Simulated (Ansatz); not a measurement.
# Ta(100) with 4 thermally displaced layers, 2x2: scattering by thermal displacements, part 2 of 3

Aim: the resistivity of Ta at 300 K from frozen thermal displacements between perfect leads.

Ansatz 0.2.0; Ansatz plane-wave DFT, PBE, PAW files; ballistic transport by layer matching (Landauer), zero bias; PAW set soft_1.

So far, open channels per spin nearest the Fermi level: step 2 (with 4 displaced layers) 10.5.

## Step 3: With 8 displaced layers

System of this step: Ta(100) with 8 thermally displaced layers, 2x2. The cell holds 72 atoms: 72 Ta. Cell: a = 6.605 Å, b = 6.605 Å, c = 29.723 Å, α = 90.0°, β = 90.0°, γ = 90.0°. It derives from Ta. Regions: lead, 40 atoms (40 Ta); scattering region, 32 atoms (32 Ta). The structure is stacked along c, and the current runs across the ab planes.

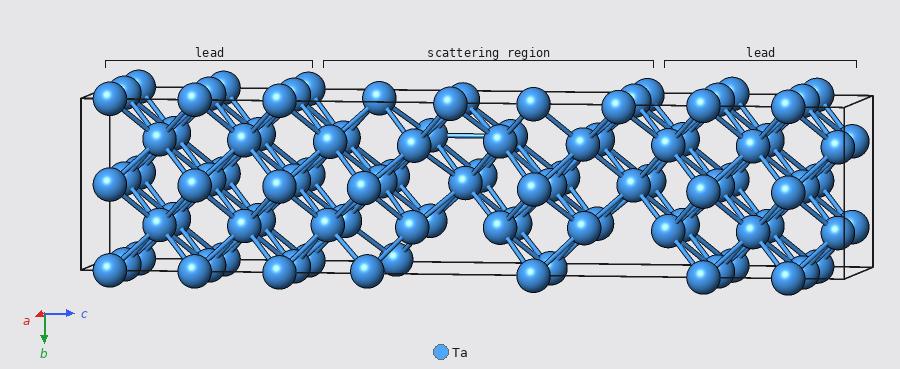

The cell of this step (tantalum blue). Some periodic images of atoms are drawn too.

The input, input.yaml:

```yaml
crystal:
  lattice:
    - [6.60512, 0.0, 0.0]
    - [0.0, 6.60512, 0.0]
    - [0.0, 0.0, 29.72304]
  atoms:
    - { symbol: Ta, position: [0.0, 0.0, 0.0277777778] }
    - { symbol: Ta, position: [0.0, 0.5, 0.0277777778] }
    - { symbol: Ta, position: [0.5, 0.0, 0.0277777778] }
    - { symbol: Ta, position: [0.5, 0.5, 0.0277777778] }
    - { symbol: Ta, position: [0.25, 0.25, 0.0833333333] }
    - { symbol: Ta, position: [0.25, 0.75, 0.0833333333] }
    - { symbol: Ta, position: [0.75, 0.25, 0.0833333333] }
    - { symbol: Ta, position: [0.75, 0.75, 0.0833333333] }
    - { symbol: Ta, position: [0.0, 0.0, 0.1388888889] }
    - { symbol: Ta, position: [0.0, 0.5, 0.1388888889] }
    - { symbol: Ta, position: [0.5, 0.0, 0.1388888889] }
    - { symbol: Ta, position: [0.5, 0.5, 0.1388888889] }
    - { symbol: Ta, position: [0.25, 0.25, 0.1944444444] }
    - { symbol: Ta, position: [0.25, 0.75, 0.1944444444] }
    - { symbol: Ta, position: [0.75, 0.25, 0.1944444444] }
    - { symbol: Ta, position: [0.75, 0.75, 0.1944444444] }
    - { symbol: Ta, position: [0.0, 0.0, 0.25] }
    - { symbol: Ta, position: [0.0, 0.5, 0.25] }
    - { symbol: Ta, position: [0.5, 0.0, 0.25] }
    - { symbol: Ta, position: [0.5, 0.5, 0.25] }
    - { symbol: Ta, position: [0.2678086648, 0.2629994387, 0.3063405793] }
    - { symbol: Ta, position: [0.2380561029, 0.7499559721, 0.306997572] }
    - { symbol: Ta, position: [0.7372649015, 0.2539056728, 0.3064997965] }
    - { symbol: Ta, position: [0.7568801907, 0.7382953198, 0.304102056] }
    - { symbol: Ta, position: [0.9956859577, 0.9884368301, 0.3649318162] }
    - { symbol: Ta, position: [0.9950980589, 0.5032517742, 0.3605431292] }
    - { symbol: Ta, position: [0.5156521936, 0.0130514049, 0.362502337] }
    - { symbol: Ta, position: [0.4782189113, 0.5005142921, 0.3626129] }
    - { symbol: Ta, position: [0.2599238838, 0.2438921589, 0.4206689069] }
    - { symbol: Ta, position: [0.2369479033, 0.7434609776, 0.4187206026] }
    - { symbol: Ta, position: [0.7504848914, 0.2697930996, 0.417080769] }
    - { symbol: Ta, position: [0.7437410507, 0.7462678887, 0.4142698491] }
    - { symbol: Ta, position: [0.9873704832, 0.0062314441, 0.4734988142] }
    - { symbol: Ta, position: [0.0127963576, 0.4925409295, 0.4759325249] }
    - { symbol: Ta, position: [0.4971592516, 0.0155625925, 0.4712715624] }
    - { symbol: Ta, position: [0.4927299501, 0.5024690596, 0.4744879177] }
    - { symbol: Ta, position: [0.2515915353, 0.2442122087, 0.5248316472] }
    - { symbol: Ta, position: [0.2361463584, 0.7549688816, 0.5299517869] }
    - { symbol: Ta, position: [0.7483759932, 0.2393801991, 0.529695507] }
    - { symbol: Ta, position: [0.7373436583, 0.7429515181, 0.529141909] }
    - { symbol: Ta, position: [0.9777579738, 0.0038191571, 0.5820556979] }
    - { symbol: Ta, position: [0.0010801997, 0.4992517112, 0.5837772989] }
    - { symbol: Ta, position: [0.5068616985, 0.9925037237, 0.5864546703] }
    - { symbol: Ta, position: [0.5071772373, 0.5083400651, 0.58589208] }
    - { symbol: Ta, position: [0.2577850928, 0.2583434854, 0.6390549382] }
    - { symbol: Ta, position: [0.2358967332, 0.7486651164, 0.6371985688] }
    - { symbol: Ta, position: [0.7359365892, 0.2525547347, 0.63764001] }
    - { symbol: Ta, position: [0.7398206666, 0.7396902214, 0.6394784953] }
    - { symbol: Ta, position: [0.0035453735, 0.0130721281, 0.6944138794] }
    - { symbol: Ta, position: [0.0102982993, 0.5138610019, 0.6969709046] }
    - { symbol: Ta, position: [0.4766196219, 0.0121452004, 0.6951904556] }
    - { symbol: Ta, position: [0.5041888632, 0.5036694808, 0.6952852109] }
    - { symbol: Ta, position: [0.25, 0.25, 0.75] }
    - { symbol: Ta, position: [0.25, 0.75, 0.75] }
    - { symbol: Ta, position: [0.75, 0.25, 0.75] }
    - { symbol: Ta, position: [0.75, 0.75, 0.75] }
    - { symbol: Ta, position: [0.0, 0.0, 0.8055555556] }
    - { symbol: Ta, position: [0.0, 0.5, 0.8055555556] }
    - { symbol: Ta, position: [0.5, 0.0, 0.8055555556] }
    - { symbol: Ta, position: [0.5, 0.5, 0.8055555556] }
    - { symbol: Ta, position: [0.25, 0.25, 0.8611111111] }
    - { symbol: Ta, position: [0.25, 0.75, 0.8611111111] }
    - { symbol: Ta, position: [0.75, 0.25, 0.8611111111] }
    - { symbol: Ta, position: [0.75, 0.75, 0.8611111111] }
    - { symbol: Ta, position: [0.0, 0.0, 0.9166666667] }
    - { symbol: Ta, position: [0.0, 0.5, 0.9166666667] }
    - { symbol: Ta, position: [0.5, 0.0, 0.9166666667] }
    - { symbol: Ta, position: [0.5, 0.5, 0.9166666667] }
    - { symbol: Ta, position: [0.25, 0.25, 0.9722222222] }
    - { symbol: Ta, position: [0.25, 0.75, 0.9722222222] }
    - { symbol: Ta, position: [0.75, 0.25, 0.9722222222] }
    - { symbol: Ta, position: [0.75, 0.75, 0.9722222222] }
kpoints:
  mp_grid: { grid: [4, 4, 1] }
hamiltonian:
  xc: pbe
  pseudopotentials: { kind: paw, azcp: { folder: soft_1 } }
scf:
  occupations: { method: fermi_dirac, width: 0.1 }
output:
  transmission: { leads: [[0, 4]], kmesh: [8, 8], e_range: [-0.05, 0.05], de: 0.05 }
  write_potential: true
  write_density: true
  volumetric_format: npy
```

The run is started by

```
$ ansatz run input.yaml --threads 4 --pin off --max-ram 15360MiB --backend cpu --events-out ev --progress --plain --runs-dir out
```

Numbers of over 12 decimals in the logs are rounded to 6 here.

Output:

```text
[...]
Crystal: 72 atoms, lattice volume = 1296.745 Å³
Basis set: ecut = 420 eV, 25307 PW (Γ)
Bands: 562, of which v1, the nominal top of the filled ones, is band 468 counted from 1 (467 counted from 0)
Symmetry: 1 space group operations
[...]
k-points: 10 of 16 (time reversal used)
[...]
SCF iter   1: F=—  HF=-715200.733237 eV  |F-HF|=—  |Δ(HF+E_count)|=         —  Δρ=4.20e-2  dr2=3.34e1  ethr=3.10e-3  ⟨swp⟩=5.9  Hψ=22043  notcnv=0  defer=14
[...]
SCF iter   7: F=-715192.130312 eV  HF=-715192.130312 eV  |F-HF|=5.59e-9  |Δ(HF+E_count)|=   2.99e-8  Δρ=1.65e-6  dr2=2.82e-8  ethr=1.07e-11  ⟨swp⟩=11.3  Hψ=18996  notcnv=0
SCF 1 converged in 7 iterations: F = -715192.130312 eV  dr2 = 2.82e-8
[...]
transmission: 189 of 1836 steps passed
transmission: 369 of 1836 steps passed
[...]
transmission: 1836 of 1836 steps passed
SCF converged after 7 iterations
Free energy (F): -715192.130312 eV
[...]
Internal energy: -715189.062387 eV  (E = F + TS)
E sigma→0 (E₀):  -715190.596350 eV
Entropy (-TS):   -3.067925 eV (-42.610 meV/atom)
Fermi energy:    18.538974 eV
[...]
--- Band table (eV; the first three rows and the last of 10) ---
  k-point 0: bands = [... 464 lower, 19.1683, 19.1780, 19.1932, 19.1998, 19.2099, 19.2214, 19.2294, 19.2400, ... 90 higher]
  k-point 1: bands = [... 464 lower, 18.8189, 18.8323, 18.8402, 18.8581, 18.8811, 18.8957, 18.9390, 18.9573, ... 90 higher]
  k-point 2: bands = [... 464 lower, 18.3679, 18.3773, 18.4465, 18.4649, 18.5247, 18.5373, 18.5816, 18.6065, ... 90 higher]
  k-point 9: bands = [... 464 lower, 17.8827, 17.8932, 17.8946, 17.9316, 17.9390, 17.9517, 17.9730, 17.9802, ... 90 higher]
--- Transmission ---
  basis      : 377 plane waves across, 54 finite elements along
  points     : 34, standing for a mesh of 8 x 8
[...]
channels       : 1.048438e1 a spin
[...]
junction   : crystal 0 to crystal 0, 0.70 to 28.77 Å
    transmission   : 6.961533e0 a spin
[...]
```

Run time: 29 min. Hardware: 4 threads of Arm Neoverse V1, shared host; peak memory 8.5 GiB.

Numbers from this step:

| Quantity | Value |
| --- | --- |
| free energy | -715192.1303 eV |
| energy at zero smearing | -715190.5963 eV |
| Fermi energy | 18.54 eV |
| transmission per spin nearest the Fermi level | 6.962 |
| step of the lead's potential | 1.6 meV |

Per spin. The transmission, zone mean by energy, zero at the Fermi level:

```
energy (eV)  transmission, zone mean
    -0.0500                     6.99
     0.0000                     6.96
     0.0500                     6.63
```

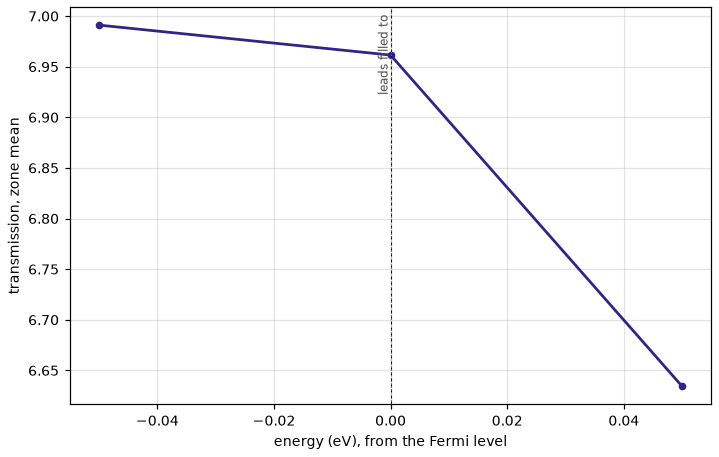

Transmission, zone mean, plotted against energy.

Over the solved energies the transmission per spin lies between 6.63 and 6.99, out of 10.2 channels of the lead on average (up to 10.5).

(Continued in part 3 of 3.)

[Logs are printed without paths, hosts, clocks, repeated set-up lines and the standing remarks that a program may print on its own settings, such as how far it seeks lower states.]

[Hosts, paths, dates, database ids (printed as entryN), source tags and the programs' standing remarks are cut or masked in the printed files.]
